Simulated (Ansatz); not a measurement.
## Nudged elastic band of Si2H5F3 (part 2 of 2)

The same run, continued: Si2H5F3; RHF/6-31G* (Ansatz 0.2.0). The run did not end well. It belongs to a series of runs on one base structure; here: band between the two ends.

Geometry of the input (Å):
```
Si 0.8932  -0.0574  -0.2685
H  1.4543  0.1717  1.0467
F  1.9617  0.2106  -1.3854
F  -0.3277  0.8953  -0.5315
F  0.3931  -1.5361  -0.4199
Si -3.2559  0.0646  1.4589
H  -3.4133  -0.6138  0.1603
H  -4.2907  -0.4141  2.3952
H  -3.3874  1.5224  1.2832
H  -1.9241  -0.2431  2.0185
```

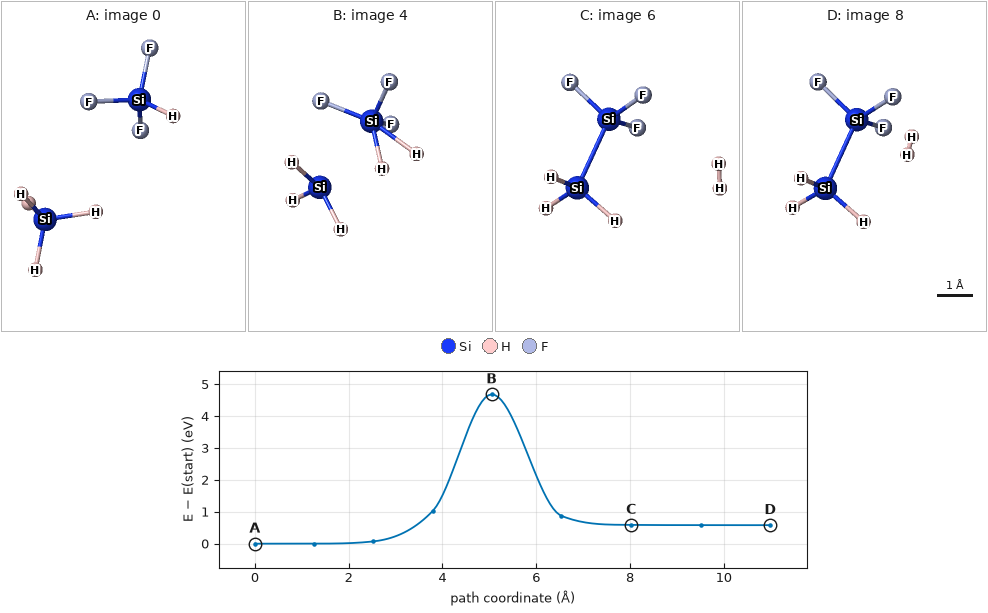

Figure 1. Images of the last band (counted from 0; ball-and-stick, seen at a tilt) above the energy along the path; the line is a cubic interpolation that uses the forces. The highest image is number 4, 4.684 eV above the start and 4.102 eV above the end (the climbing image); the end lies 0.582 eV above the start. The path is 10.99 Å long. The band had not converged after 60 iterations.

```
Unfinished report: {"positions_ang":[[-0.17371016951127263,-0.07379865297830589,0.009041279302545158],[0.2688283496924877,-0.7517091822612739,1.4641698372342595],[0.9145453495922666,1.0416010354706078,0.24376416034734227],[-0.9661505790629803,0.6111932816643392,-1.2014904881615378],[0.2115174818992066,-1.4299826486192992,-0.6940479221326841],[-2.5211871133745913,0.19641029974891588,1.0552534920171617],[-3.3492622676348427,-0.5633200001567517,0.10842509577234413],[-2.784998923778379,-0.2523571115775112,2.437810010105995],[-2.7210800751747937,1.6481118270030755,0.9460569534210937],[-0.7752030626470994,-0.4261488182937972,1.388517592093481]],"unchecked":["starts","cluster_reference","orbital_swaps","neighbouring_geometries","increment"],"mean_field":{"relativity":"none","state":{"energy":{"ev":-23920.779800126256,"hartree":-879.0724435677398},"converged":true,"gradient_ev":0.0000719518390633013,"stability":{"kind":"minimum","curvature_ev":29.88012398953579},"curvature_floor_ev":0.00030000000000000003,"spin_squared":-7.105427357601002e-15},"others":[],"fillings":{"estimated":0,"unestimated":0,"tried":0,"untried":0,"excluded_magnetic_sites":0},"n_dropped_functions":0,"n_trapped_functions":0,"passes":{"evaluations":2,"products":19},"factors":{"origin":"Cholesky decomposition","count":921,"bound_ev":0.000715812020107126},"gradient_stop_ev":0.00009,"reference_kind":"stationary","symmetry":{"irreps":["A"],"axes":[[0.9988832247864101,-0.04270174497586998,-0.020220391101990812],[0.04475688760836939,0.9923095688743548,0.11540598135280385],[0.015136850792469906,-0.11618210058527813,0.9931125793441942]],"occupied":[{"A":30},{"A":30}]},"held":{"pivots":921,"left_out":0,"joined":0},"density_repulsion":{"missed_ev":0.00006111559102349712,"excess_ev":3.156904916711615e-8,"most_excess_ev":0.000162,"are_drawn_again":false,"n_first_factors":921,"energy_change_ev":0.0,"n_dropped_ends":0}},"factors":{"origin":"Cholesky decomposition","count":921,"bound_ev":0.000715812020107126},"n_frozen":0,"n_occupied":[30,30],"n_virtual":[63,63],"reference":{"ev":-23920.779800126256,"hartree":-879.0724435677398},"total":{"ev":-23920.779800126256,"hartree":-879.0724435677398},"forces_ev_per_angstrom":[[-0.004908879633355687,0.015083700650191717,0.014422829125523728],[-0.0019567763350049304,0.0011471617647286416,-0.0004177167278794414],[-0.0014667241222968066,-0.0012569693249539979,-0.000329313792915372],[-0.00024982340062941683,0.0005654549364514912,-0.003541530208260329],[0.0037513463440440186,-0.01481648510569871,-0.008638051780569454],[0.0006078065547436643,0.0004089606261905828,-0.0006844140870248318],[0.0001377639842832043,0.00015907691324826235,0.00011096557751905815],[0.00014898694197553838,-0.000036714862511237936,-0.0004017119269081842],[-0.00028713719567059694,-0.00007861817618291954,0.0002641207987249633],[0.004223436859185386,-0.0011755674213952704,-0.0007851769780080906]],"charge_distribution":{"dipole_moment_e_ang":[-0.4198058604016586,-0.05365853610344388,0.45441675646577173],"mulliken_charges_e":[1.5120802688938504,-0.22306025150348407,-0.4602568756470031,-0.4844073961603872,-0.46009366679420793,0.3809413594631117,-0.09335343944902053,-0.12178348759841029,-0.0933341365473963,0.04326762534295492],"lowdin_charges_e":[0.29599695555248395,-0.128192790876829,-0.13281852057444965,-0.15326122576832546,-0.13236355105349595,0.26679305596831604,-0.05718685046050198,-0.08342088432873185,-0.057172359318400146,0.18162617085987942]},"n_threads":1,"memory_gib":1.7045454550534487,"seconds":{"hamiltonian":2.8761231179999998,"orbitals":0.0,"second_order":0.0,"solver_start":0.0,"cycles":0.0,"cycle":0.0,"perturbative":0.0,"full_ci_increment":0.0,"forces":0.0}}
this run last wrote the band of iteration 60 to [file]; this run last wrote the band within `neb.f_tol` of iteration 30 to [file]
Error: NEB band did not converge after 60 iterations: max|band force component| = 1.10e-1 eV/Å (threshold 3.0e-2), which iteration 30 met ahead of a move of the climbing image (`neb.f_tol`); raise `neb.max_iterations` in a new run, which can start from the last band evaluated (`neb.initial_path`, with `crystal.atoms` and `neb.final_atoms` set to its first and last images), add images, or start from endpoints closer to local minima. Where this run's directory can be resumed (`checkpoint.write`), a resume goes on for up to `neb.max_iterations` more; to start a new run from the last band, take its images' positions from the `neb_iteration` event of iteration 60 (`data.images[].positions_ang`), in the event stream of the run that computed that iteration (not this run's, if it was resumed behind it). With `checkpoint.write`, `steps/00-neb/state/checkpoint.json` in the run directory holds the last saved band, under `neb.evaluated.images[].positions_ang` (a band under a hybrid functional on support functions is neither saved nor resumed: `neb.initial_path` says where its path is): check the last entry of `neb.iterations` there, which is earlier than 60 if that iteration was not saved or its write failed. If the band's step has no `state` directory and holds `state.next`, a write was cut short, and the file is under `state.next` instead (behind a loss of power it can be under `state.prev`)
this run wrote the band of iteration 60 to [file] as well, whether or not its events were kept: a new run's `neb.initial_path` can list its `images[].positions_ang`
a run's events are kept only if it was started with --events-out <file>, and are in that file
```

The last band as extended XYZ (Å, eV, eV/Å)
```
10
Properties=species:S:1:pos:R:3:forces:R:3 image=0 energy=-23925.46419
Si    0.8932   -0.0574   -0.2685   -0.0005   0.0023  -0.0019
H     1.4543    0.1717    1.0467    0.0008   0.0000   0.0004
F     1.9617    0.2106   -1.3854    0.0005  -0.0005  -0.0003
F    -0.3277    0.8953   -0.5315   -0.0007   0.0002   0.0013
F     0.3931   -1.5361   -0.4199    0.0007  -0.0018   0.0008
Si   -3.2559    0.0646    1.4589   -0.0007   0.0011  -0.0007
H    -3.4133   -0.6138    0.1603    0.0001  -0.0003  -0.0005
H    -4.2907   -0.4141    2.3952   -0.0014   0.0000   0.0009
H    -3.3874    1.5224    1.2832    0.0006   0.0001   0.0002
H    -1.9241   -0.2431    2.0185    0.0008  -0.0011   0.0000
10
Properties=species:S:1:pos:R:3:forces:R:3 image=1 energy=-23925.46296
Si    0.8659   -0.1144   -0.3153    0.0056  -0.0022   0.0035
H     1.0265   -0.0852    1.1232    0.0040   0.0019  -0.0023
F     2.0091    0.6957   -1.0207    0.0023  -0.0014  -0.0049
F    -0.5066    0.5206   -0.7401   -0.0035   0.0027  -0.0014
F     0.9038   -1.5860   -0.8572    0.0053  -0.0015  -0.0011
Si   -3.2414    0.1161    1.5093   -0.0023   0.0002   0.0016
H    -3.6530   -0.6148    0.2975   -0.0017   0.0014   0.0000
H    -4.2391   -0.0923    2.5759   -0.0042  -0.0002  -0.0004
H    -3.1271    1.5558    1.2149   -0.0013   0.0001   0.0030
H    -1.9347   -0.3955    1.9701   -0.0041  -0.0011   0.0020
10
Properties=species:S:1:pos:R:3:forces:R:3 image=2 energy=-23925.39232
Si    0.6223   -0.2068   -0.2527    0.0488  -0.0065  -0.0229
H     0.5778   -0.5512    1.1500    0.0349   0.0019  -0.0288
F     1.6576    0.9457   -0.4988    0.0601  -0.0191  -0.0586
F    -0.7681    0.2953   -0.7877    0.0269  -0.0016   0.0094
F     1.0230   -1.4568   -1.1114    0.0741   0.0097  -0.0456
Si   -3.0087    0.1985    1.4446   -0.0499   0.0052   0.0257
H    -3.5274   -0.6506    0.3578   -0.0258   0.0006   0.0220
H    -3.8623    0.0726    2.6380   -0.1006   0.0207   0.0117
H    -2.9543    1.6044    1.0066   -0.0246  -0.0014   0.0234
H    -1.6566   -0.2511    1.8111   -0.0439  -0.0096   0.0636
10
Properties=species:S:1:pos:R:3:forces:R:3 image=3 energy=-23924.44161
Si    0.2756   -0.2071   -0.0786    0.7004  -0.2244  -0.1223
H     0.3711   -0.6762    1.2876    0.1127   0.0434  -0.2841
F     1.2817    0.9948   -0.1265    0.4738   0.0167  -0.3954
F    -0.9627    0.3909   -0.8655   -0.0519  -0.1174   0.4427
F     0.5876   -1.4863   -0.9331    0.4665   0.0218  -0.3640
Si   -2.7225    0.2146    1.2682   -0.2664  -0.0190   0.2777
H    -3.3890   -0.5832    0.2258   -0.0443  -0.0031   0.1070
H    -3.2380   -0.0667    2.6052   -0.5931   0.1052   0.2001
H    -2.7614    1.6476    0.9356   -0.0559  -0.0249   0.0950
H    -1.3392   -0.2282    1.4388   -0.7418   0.2015   0.0433
10
Properties=species:S:1:pos:R:3:forces:R:3 image=4 energy=-23920.77980
Si   -0.1737   -0.0738    0.0090   -0.0049   0.0151   0.0144
H     0.2688   -0.7517    1.4642   -0.0020   0.0011  -0.0004
F     0.9145    1.0416    0.2438   -0.0015  -0.0013  -0.0003
F    -0.9662    0.6112   -1.2015   -0.0003   0.0006  -0.0035
F     0.2115   -1.4300   -0.6940    0.0038  -0.0148  -0.0086
Si   -2.5212    0.1964    1.0553    0.0006   0.0004  -0.0007
H    -3.3493   -0.5633    0.1084    0.0001   0.0002   0.0001
H    -2.7850   -0.2524    2.4378    0.0001   0.0000  -0.0004
H    -2.7211    1.6481    0.9461   -0.0003  -0.0001   0.0003
H    -0.7752   -0.4261    1.3885    0.0042  -0.0012  -0.0008
10
Properties=species:S:1:pos:R:3:forces:R:3 image=5 energy=-23924.58950
Si   -0.4966    0.1335   -0.3061   -0.1481   0.0764  -0.1557
H     0.4376   -0.8408    2.0619    0.0726  -0.0893   0.2251
F     0.6489    1.0542    0.2726   -0.1017  -0.0291   0.0012
F    -0.8008    0.6698   -1.7572    0.0578   0.0675  -0.2292
F     0.1281   -1.3051   -0.4934   -0.0810   0.0585   0.0371
Si   -2.5501    0.2242    0.8105   -0.0072   0.0287  -0.0854
H    -3.4711   -0.6225    0.0334   -0.0725   0.0263  -0.0169
H    -2.5452   -0.2296    2.2129    0.1252  -0.0015  -0.0786
H    -2.9766    1.6330    0.7613   -0.0734   0.0173  -0.0195
H    -0.2708   -0.7167    2.1615    0.2283  -0.1549   0.3219
10
Properties=species:S:1:pos:R:3:forces:R:3 image=6 energy=-23924.87442
Si   -0.6229    0.0858   -0.5207    0.0009  -0.0013   0.0000
H     0.7455   -0.3824    2.7392    0.0061   0.0041   0.0067
F     0.4646    1.0003    0.1673   -0.0035   0.0005  -0.0004
F    -0.7076    0.5403   -2.0296    0.0003   0.0008  -0.0042
F    -0.0469   -1.3832   -0.5204   -0.0046  -0.0005  -0.0035
Si   -2.6910    0.2239    0.5416   -0.0027   0.0013  -0.0049
H    -3.6446   -0.6553   -0.1576   -0.0036   0.0016  -0.0029
H    -2.5485   -0.2042    1.9437   -0.0002  -0.0010  -0.0023
H    -3.1614    1.6193    0.4876   -0.0021   0.0010  -0.0008
H     0.3163   -0.8445    3.1064    0.0093  -0.0066   0.0123
10
Properties=species:S:1:pos:R:3:forces:R:3 image=7 energy=-23924.88188
Si   -0.6278   -0.1139   -0.6529   -0.0006  -0.0010  -0.0004
H     0.6429    0.1952    3.0419    0.0012   0.0001   0.0007
F     0.5552    0.5253    0.1748   -0.0004  -0.0005   0.0005
F    -0.6462    0.6140   -2.0530    0.0002   0.0007   0.0006
F    -0.2303   -1.6165   -0.9260    0.0000  -0.0004  -0.0003
Si   -2.6700    0.0664    0.4518   -0.0008   0.0004  -0.0007
H    -3.7228   -0.5273   -0.3911   -0.0003   0.0003  -0.0013
H    -2.5883   -0.6523    1.7351   -0.0009  -0.0006  -0.0008
H    -2.9605    1.4913    0.6896   -0.0007  -0.0001   0.0001
H     0.3512    0.0177    3.6872    0.0023   0.0011   0.0015
10
Properties=species:S:1:pos:R:3:forces:R:3 image=8 energy=-23924.88222
Si   -0.6063   -0.2676   -0.7056    0.0140   0.0009   0.0011
H     0.4792    0.6181    3.0592    0.0019  -0.0008  -0.0041
F     0.6748   -0.0694    0.1964   -0.0079  -0.0031  -0.0074
F    -0.5178    0.8038   -1.8610    0.0044  -0.0036  -0.0024
F    -0.4659   -1.6848   -1.3867   -0.0055   0.0181   0.0111
Si   -2.5788   -0.0696    0.5162    0.0151  -0.0139  -0.0150
H    -3.7210   -0.2724   -0.3926   -0.0053   0.0015   0.0086
H    -2.5871   -1.0944    1.5747   -0.0126   0.0050   0.0043
H    -2.6404    1.2764    1.1122   -0.0049  -0.0045   0.0010
H     0.0666    0.7600    3.6446    0.0009   0.0004   0.0029
```

Outcome

```tsv
quantity	value
outcome	not converged
barrier, forward (band not converged)	4.684 eV
barrier, backward	4.102 eV
wall time	21 min
peak memory	0.2 GiB
```

The run did not converge: “NEB band did not converge after 60 iterations: max|band force component| = 1.10e-1 eV/Å (threshold 3.0e-2), which iteration 30 met ahead of a move of the climbing image (`neb.f_tol`) …” Its last values are not results.
